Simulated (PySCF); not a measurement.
# C4H14BN: the cost of one run

Computed with PySCF 2.14.0, with density-fitted response routines of our own, on a single molecule in the gas phase. Atoms are numbered from 0 throughout.

**1. The starting structure**

20 atoms, charge 0, multiplicity 1; geometry from: GFN2-xTB.

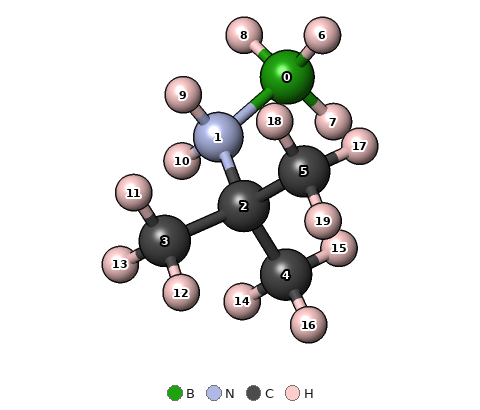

The starting geometry (boron green, nitrogen light blue, carbon dark grey, hydrogen pink), atoms numbered.

**2. Relaxing the molecule at PBE0-D3(BJ)/def2-SVP**

The job: settings as JSON, then the geometry in Å.

```
{"job": {"xc": "PBE0", "basis": "def2-SVP", "d3": "d3bj", "grid": 1, "kind": "geom"}, "charge": 0, "multiplicity": 1}
B      2.224010    -0.594160     0.000490
N      0.881120     0.130790    -0.648470
C     -0.439160     0.108480     0.018060
C     -1.395820     1.005180    -0.776280
C     -0.956050    -1.326880     0.027390
C     -0.288010     0.634730     1.441080
H      2.525290     0.015060     0.977800
H      1.960460    -1.733910     0.220960
H      3.041930    -0.482620    -0.864360
H      1.178740     1.093690    -0.773600
H      0.796350    -0.292430    -1.567860
H     -1.039610     2.034310    -0.794260
H     -2.383020     0.998860    -0.321550
H     -1.495750     0.655100    -1.802850
H     -1.110190    -1.689550    -0.987490
H     -0.234560    -1.971420     0.519750
H     -1.901270    -1.385960     0.560120
H      0.398720     0.003170     1.994530
H      0.105370     1.648950     1.436750
H     -1.250940     0.639460     1.944790
```

Q: Estimate the wall time of this first job on 8 threads of Intel Xeon at 2.50GHz (Skylake/Cascade Lake), shared host.

About 69 s.
